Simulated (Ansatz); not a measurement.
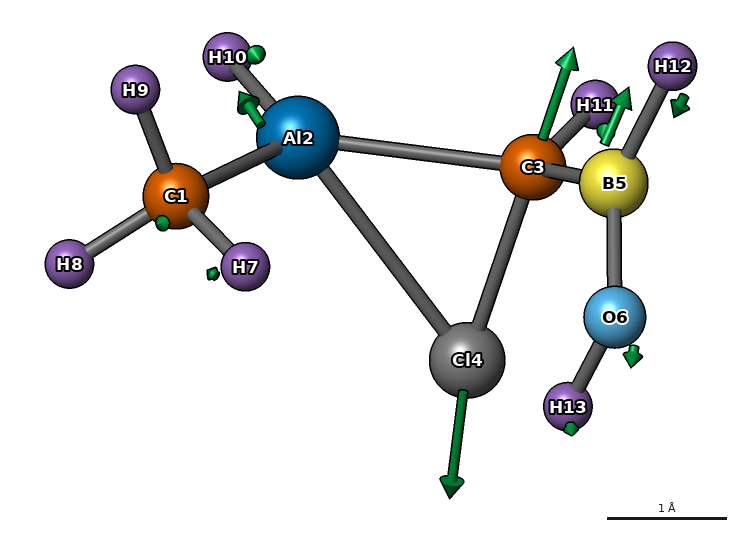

Arrows show the forces on the atoms, 2 Å of arrow for 1 eV/Å; forces under a tenth of the largest aren't drawn. Level of theory: B3LYP-D4/def2-TZVPP (Ansatz 0.2.0).

Question: On which atom is the force largest, and how large is it?

Answer: On Cl4: 0.51 eV/Å.

Question: Which bond do the forces act along most?

Answer: C3–Cl4, now 1.862 Å: the forces push its atoms apart, so a first step downhill lengthens it.

List the force components in the frame of the picture (x right, y up, z towards the viewer), in eV/Å.

```csv
atom,Fx,Fy,Fz
C1,−0.03,−0.01,0.06
Al2,−0.09,0.14,−0.12
C3,0.13,0.39,0.09
Cl4,−0.06,−0.46,−0.21
B5,0.11,0.25,−0.01
O6,−0.01,−0.09,0.04
H7,−0.04,0.03,−0.03
H8,0.04,0.02,0.02
H9,0.01,−0.05,−0.01
H10,0.03,−0.04,0.10
H11,−0.03,−0.04,0.08
H12,−0.05,−0.10,−0.04
H13,0.01,−0.05,0.04
```
